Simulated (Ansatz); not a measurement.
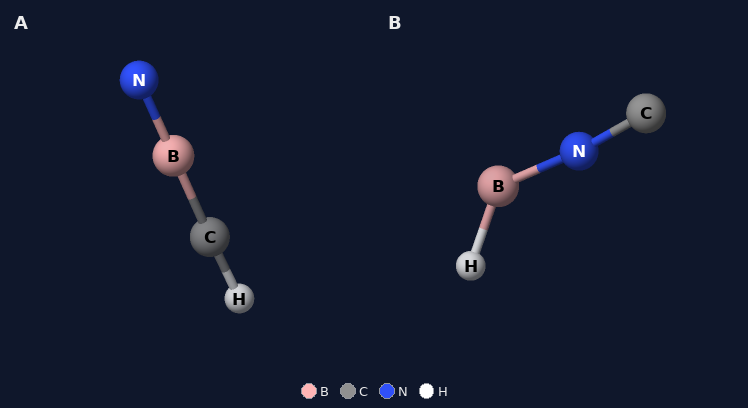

2 stationary structures of one formula. Charge 0, doublet. Geometries: PBE0-D4/def2-TZVP. Electronic energies: B3LYP-D4/def2-TZVPP (Ansatz 0.2.0), without zero-point energy. No frequency run is at hand to confirm each as a minimum.

Rank them by energy, lowest first.

Answer. B is lowest; A lies 221.1 kJ/mol above it (C∞v).

The determinant isn't a pure spin state (⟨S²⟩ up to 1.25).
